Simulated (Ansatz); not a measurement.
CsCl-type TiCo, treated with PBE-D3(BJ) (PAW; Ansatz, a first-principles code).

Settings: plane-wave cutoff 520 eV, 18×18×18 k mesh, Fermi–Dirac smearing 0.05 eV, no spin polarisation, scalar-relativistic PAW data made under PBE.

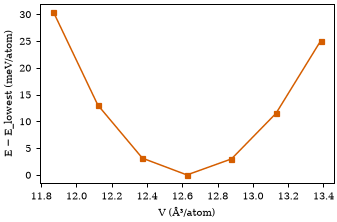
Figure: Total energy against volume

**Question.** From the curve, estimate the equilibrium volume and the bulk modulus.

**Answer.** V0 ≈ 12.6 Å³/atom and B0 ≈ 190 GPa; the fit gives V0 = 12.625 Å³/atom, B0 = 194 GPa, B′ = 4.1.

Measured, for comparison: bulk modulus 154 GPa, equilibrium volume per atom 13.43 Å³/atom (room temperature, no zero-point or thermal correction; as tabulated in Yamada et al. (2019), arXiv:1910.09660). Computed (rounded) less measured: bulk modulus +26 %, equilibrium volume per atom -6.0 %.

The computed numbers hold no vibrational or temperature effects.
